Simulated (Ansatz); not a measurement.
AlClF2···H2O

Input file:

```
crystal:
  periodic: [false, false, false]
  atoms:
    - { symbol: Al, position_ang: [-0.4441, -0.8587, 0.1608] }
    - { symbol: O, position_ang: [-0.2087, 1.1649, -0.614] }
    - { symbol: F, position_ang: [-0.9128, -1.8838, -1.0218] }
    - { symbol: F, position_ang: [-1.0895, -0.8446, 1.6654] }
    - { symbol: H, position_ang: [0.9862, 0.8358, -0.3334] }
    - { symbol: Cl, position_ang: [2.1081, -0.3699, 0.2719] }
    - { symbol: H, position_ang: [-0.4391, 1.9564, -0.1288] }
basis:
  gaussian: { orbitals: "6-31G*" }
hamiltonian:
  xc: pbe0
  dispersion: d4
relax:
  f_tol: 0.15
  max_steps: 25
  restrain:
    - { distance: [0, 5], at: 2.23, k: 30.0 }
    - { distance: [4, 1], at: 0.97, k: 30.0 }
    - { distance: [0, 1], at: 3.17, k: 30.0 }
    - { distance: [4, 5], at: 2.63, k: 30.0 }
output:
  orbitals: {}
```

Command:

```sh
ansatz run input.yaml --threads 2 --pin off --max-ram 3072MiB --backend cpu --events-out ev --progress --plain --runs-dir out
```

The fields are those of the run's last geometry, not of the input's.

Not at a stationary point (largest force 1.5 eV/Å).

All numbers below come from RKS PBE0-D4/6-31G* (Ansatz).

**What will maps of the electron density and electron localisation function show?**

Al–F (1.64 Å): the density is about 0.9 e/Å³ at the midpoint; the ELF peaks at about 0.80 in the valence shell of F, 0.6 Å from its nucleus, and is about 0.30 at the midpoint.
Al–Cl (2.19 Å): ρ is about 0.64 e/Å³ halfway; the ELF peaks at about 0.90 in the valence shell of Cl, 1.0 Å from its nucleus, and is about 0.85 at the midpoint.

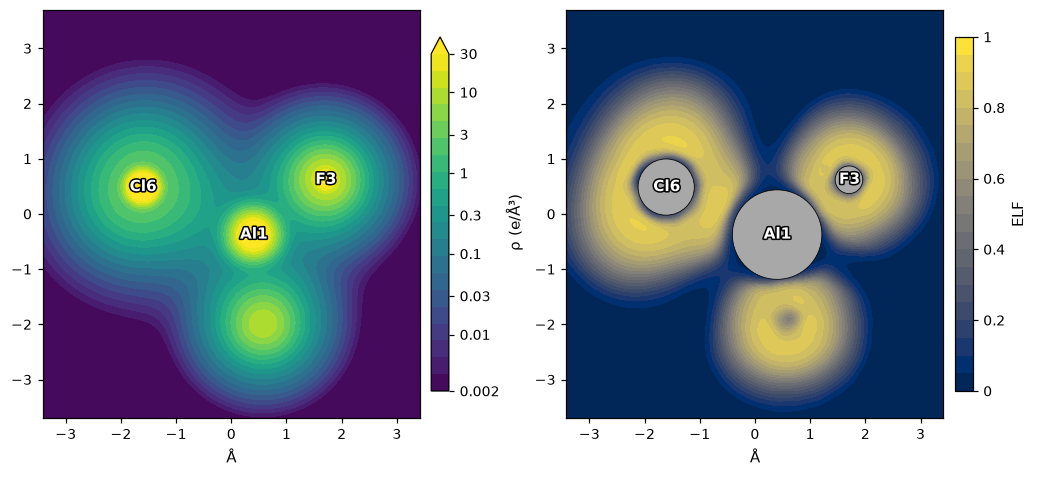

Computed electron density and electron localisation function on the plane of atoms F3, Al1 and Cl6, in this order. Grey discs cover the atomic cores in the ELF map. 
